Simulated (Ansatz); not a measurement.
CH₆ClGa: several calculations on one system

## 1. Relaxation

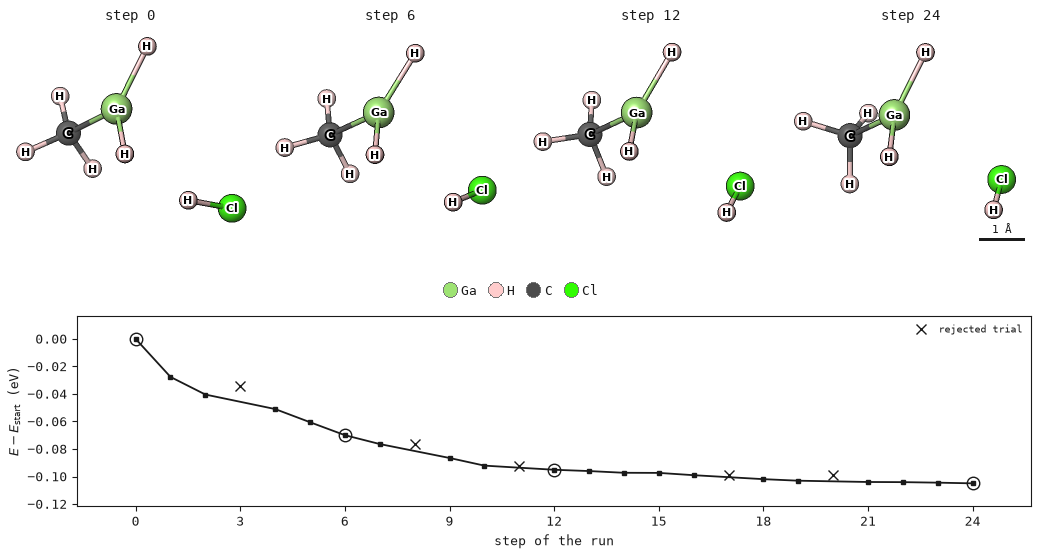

Frames of a relaxation of CH6ClGa, marked on the history of the run. Style: ball-and-stick. Shown from a free direction.

The run prepares an end point of a later path (reaction) calculation, from a guessed geometry.

All numbers below come from RKS B3LYP-D4/def2-SVP in Ansatz 0.2.0.

The input:
```yaml
crystal:
  periodic: [false, false, false]
  atoms:
    - { symbol: Ga, position_ang: [0.025908, 0.214105, -0.09853] }
    - { symbol: H, position_ang: [0.06003, 0.239689, 1.479694] }
    - { symbol: H, position_ang: [1.428522, 0.320425, -0.810591] }
    - { symbol: C, position_ang: [-1.712339, 0.09027, -1.02089] }
    - { symbol: H, position_ang: [-2.13776, -0.909308, -0.826946] }
    - { symbol: H, position_ang: [-2.421231, 0.830762, -0.616364] }
    - { symbol: H, position_ang: [-1.625892, 0.231213, -2.107938] }
    - { symbol: Cl, position_ang: [0.069922, -2.839131, 1.4765] }
    - { symbol: H, position_ang: [0.000741, -1.571224, 1.903365] }
basis:
  gaussian: { orbitals: def2-SVP }
hamiltonian:
  xc: b3lyp
  dispersion: d4
relax:
  f_tol: 0.03
  max_steps: 50
```

Run as
```bash
ansatz run input.yaml --threads 2 --pin off --max-ram 3072MiB --backend cpu --events-out ev --progress --plain --runs-dir out
```

Question: What happens along the run?

Answer: Over 19 accepted moves (24 points after the start) the energy falls by 0.105 eV. Largest force component: 0.98 eV/Å at the start, 0.013 eV/Å at the end. The line search rejected the trial steps at points 3, 8, 11, 17, 20 of the run. The forces were under the threshold at step 12, but the run went on from there. The atom that moves furthest after the best rigid fit is H7 (0.76 Å). By element the largest moves are H 0.76 Å, Cl 0.74 Å, Ga 0.18 Å, C 0.07 Å. Near-neighbour distances that change, for instance: Ga1–Cl8 3.436 → 2.890 Å, Cl8–H9 1.340 → 1.293 Å, Ga1–C4 1.972 → 1.983 Å, Ga1–H2 1.579 → 1.586 Å. Among the angles between lasting bonds that change: H3–Ga1–C4 125.3° → 121.3°, Ga1–C4–H5 108.3° → 111.6°, H2–Ga1–H3 115.5° → 118.2°. Groups turn about Ga1–C4 by about 35°. Cost: 69 s on 2 threads of Intel(R) Xeon(R) Platinum 8259CL CPU @ 2.50GHz (Skylake/Cascade Lake) (shared host), peak memory 0.22 GiB. From step 0 to 6: Cl8 moves most (0.49 Å), energy −0.070 eV. From step 6 to 12: H9 moves most (0.38 Å), energy −0.025 eV. From step 12 to 24: H atoms move most (0.48 Å), energy −0.010 eV.

```
step  E − E(0), eV  largest force component, eV/Å      note
   0        0.0000                         0.9797          
   1       -0.0277                         0.5900          
   2       -0.0405                         0.6638          
   3       -0.0340                         0.8424  rejected
   4       -0.0510                         0.4985          
   5       -0.0606                         0.3497          
   6       -0.0700                         0.3118          
   7       -0.0764                         0.1122          
   8       -0.0763                         0.7493  rejected
   9       -0.0865                         0.0914          
  10       -0.0921                         0.0740          
  11       -0.0921                         0.3474  rejected
  12       -0.0951                         0.0235          
  13       -0.0960                         0.1321          
  14       -0.0973                         0.0580          
  15       -0.0974                         0.0584          
  16       -0.0990                         0.1323          
  17       -0.0988                         0.1954  rejected
  18       -0.1019                         0.0303          
  19       -0.1030                         0.0088          
  20       -0.0988                         0.3492  rejected
  21       -0.1040                         0.0458          
  22       -0.1041                         0.1201          
  23       -0.1045                         0.0422          
  24       -0.1050                         0.0131
```

## 2. Relaxation

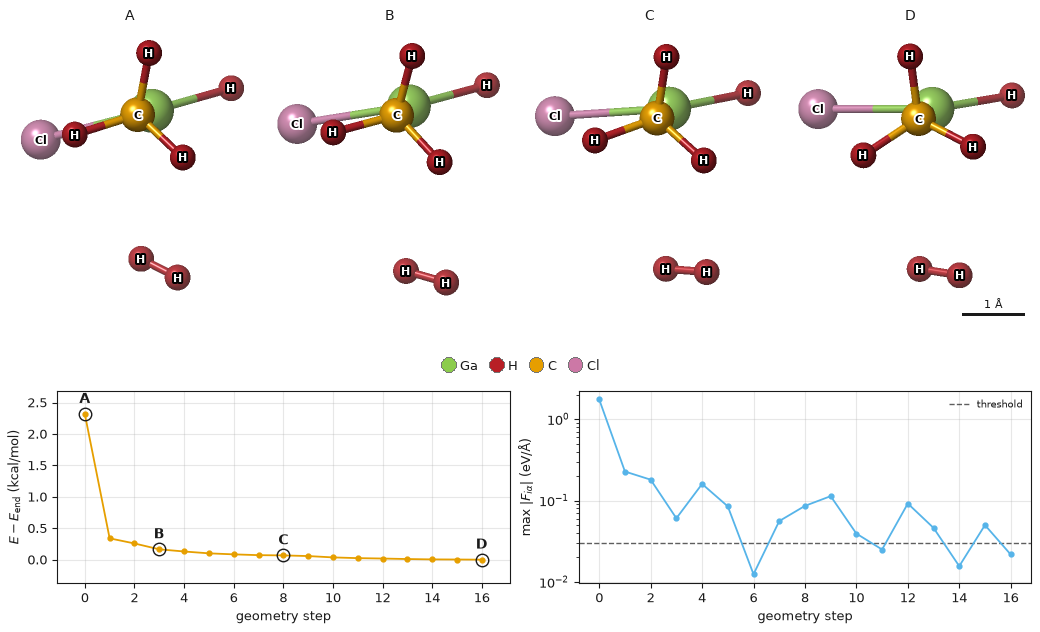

Frames of a relaxation of CH$_{6}$ClGa, marked on the history of the run. Style: ball-and-stick. Shown from a free direction.

The run prepares an end point of a later path (reaction) calculation, from a guessed geometry.

Level of theory: Ansatz 0.2.0, RKS B3LYP-D4/def2-SVP.

Input
```yaml
crystal:
  periodic: [false, false, false]
  atoms:
    - { symbol: Ga, position_ang: [0.083494, -0.595393, -0.440996] }
    - { symbol: H, position_ang: [-0.123623, 0.103946, 2.23097] }
    - { symbol: H, position_ang: [1.414454, 0.206157, -0.586382] }
    - { symbol: C, position_ang: [-1.720873, -0.061622, -1.008922] }
    - { symbol: H, position_ang: [-2.462666, -0.829355, -0.739476] }
    - { symbol: H, position_ang: [-1.992032, 0.894399, -0.5333] }
    - { symbol: H, position_ang: [-1.733451, 0.089852, -2.100094] }
    - { symbol: Cl, position_ang: [0.261959, -2.609074, 0.489874] }
    - { symbol: H, position_ang: [-0.039361, -0.592111, 2.066625] }
basis:
  gaussian: { orbitals: def2-SVP }
hamiltonian:
  xc: b3lyp
  dispersion: d4
relax:
  f_tol: 0.03
  max_steps: 50
```

Command:
```bash
ansatz run input.yaml --threads 2 --pin off --max-ram 3072MiB --backend cpu --events-out ev --progress --plain --runs-dir out
```

What happens along the run?

The largest move after the best rigid fit is that of Cl8, 0.50 Å. By element the largest moves are Cl 0.50 Å, H 0.37 Å, C 0.09 Å, Ga 0.06 Å. Some distances before and after: H2–H9 0.720 → 0.762 Å, Ga1–Cl8 2.226 → 2.187 Å, Ga1–H3 1.560 → 1.565 Å. Bond angles that change, for instance: H3–Ga1–C4 128.1° → 130.4°. Groups turn about Ga1–C4 by about 25°. The energy falls by 2.32 kcal/mol in 16 geometry steps. The largest force component goes from 1.7 to 0.022 eV/Å. The forces were under the threshold at step 6, but the run went on from there. The run took 45 s on 2 threads of Intel(R) Xeon(R) Platinum 8259CL CPU @ 2.50GHz (Skylake/Cascade Lake), with other jobs on the host, peak memory 0.22 GiB. From step 0 to 3: Cl8 moves most (0.26 Å), energy −2.15 kcal/mol. From step 3 to 8: H2 moves most (0.20 Å), energy −0.10 kcal/mol. From step 8 to 16: H atoms move most (0.28 Å), energy −0.07 kcal/mol.

```json
{"step": "0", "E − E(0), kcal/mol": "0.00", "largest force component, eV/Å": "1.7446"}
{"step": "1", "E − E(0), kcal/mol": "-1.98", "largest force component, eV/Å": "0.2274"}
{"step": "2", "E − E(0), kcal/mol": "-2.06", "largest force component, eV/Å": "0.1805"}
{"step": "3", "E − E(0), kcal/mol": "-2.15", "largest force component, eV/Å": "0.0606"}
{"step": "4", "E − E(0), kcal/mol": "-2.19", "largest force component, eV/Å": "0.1600"}
{"step": "5", "E − E(0), kcal/mol": "-2.22", "largest force component, eV/Å": "0.0849"}
{"step": "6", "E − E(0), kcal/mol": "-2.23", "largest force component, eV/Å": "0.0124"}
{"step": "7", "E − E(0), kcal/mol": "-2.24", "largest force component, eV/Å": "0.0560"}
{"step": "8", "E − E(0), kcal/mol": "-2.25", "largest force component, eV/Å": "0.0860"}
{"step": "9", "E − E(0), kcal/mol": "-2.26", "largest force component, eV/Å": "0.1133"}
{"step": "10", "E − E(0), kcal/mol": "-2.28", "largest force component, eV/Å": "0.0393"}
{"step": "11", "E − E(0), kcal/mol": "-2.29", "largest force component, eV/Å": "0.0250"}
{"step": "12", "E − E(0), kcal/mol": "-2.30", "largest force component, eV/Å": "0.0920"}
{"step": "13", "E − E(0), kcal/mol": "-2.31", "largest force component, eV/Å": "0.0462"}
{"step": "14", "E − E(0), kcal/mol": "-2.31", "largest force component, eV/Å": "0.0156"}
{"step": "15", "E − E(0), kcal/mol": "-2.31", "largest force component, eV/Å": "0.0500"}
{"step": "16", "E − E(0), kcal/mol": "-2.32", "largest force component, eV/Å": "0.0218"}
```

Limits of the set-up: the start holds two separate molecules, 2.5 Å apart at their closest, whose relative position is a soft coordinate.

## 3. Path

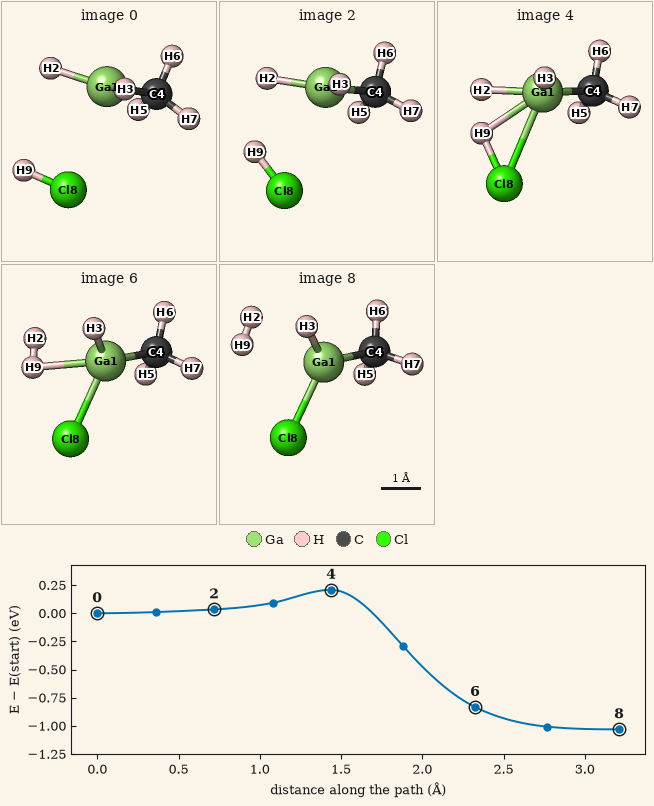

NEB run on CH$_{6}$ClGa, made up at the start of CH₅Ga and HCl. Images are numbered from 0 (start) to 8 (end). The picture is a ball-and-stick view, seen from a free direction.

All numbers below come from RKS B3LYP-D4/def2-SVP (Ansatz). Set-up: 7 movable images; climbing image; force threshold 0.03 eV/Å; iteration limit 60; starting path through a guess of the saddle point.

### Describe the mechanism and the energy profile.

The highest point, image 4, lies 0.21 eV above the start and 1.24 eV above the end; the end is at −1.03 eV relative to the start. Breaking: Cl8–H9 (1.29 → 1.50 at the top → 3.13 Å), Ga1–H2 (1.59 → 1.70 at the top → 2.74 Å). Forming: Ga1–Cl8 (2.89 → 2.60 at the top → 2.19 Å), H2–H9 (2.77 → 1.16 at the top → 0.76 Å). The band converged in 10 iterations, with a climbing image at the top.

Cost: 3.4 min on 2 threads of Intel(R) Xeon(R) Platinum 8259CL CPU @ 2.50GHz (Skylake/Cascade Lake), on a shared host, peak memory 0.25 GiB.
